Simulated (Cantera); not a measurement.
Input: 1 mol Si₃H₈, a varied amount of Cl₂, 6.2 mol H₂, equilibrated at 998 K and 0.660 bar.

Equilibrium computed with Cantera from the NASA thermochemical tables; the gas is ideal and each condensed phase is pure. Candidate condensed phases: Si; 19 gas species. The feed counts by its element totals alone. The tables' values for SiCl₃ are old estimates; treat these amounts as uncertain. Rates play no part.

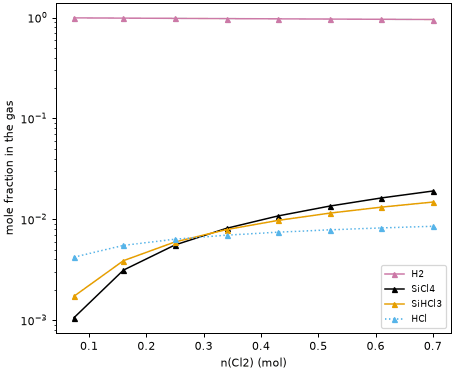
*Equilibrium gas composition (values under 1e-9 drawn at 1e-9)*

From 0.074 mol Cl₂ to 0.7 mol Cl₂ the condensed part is Si(s). The main Si-bearing gas is SiHCl₃ at 0.074 mol Cl₂ and SiCl₄ at 0.7 mol Cl₂. The share of Si in condensed phases is highest at 0.074 mol Cl₂ (98.9 %) and lowest at 0.7 mol Cl₂ (87.5 %).
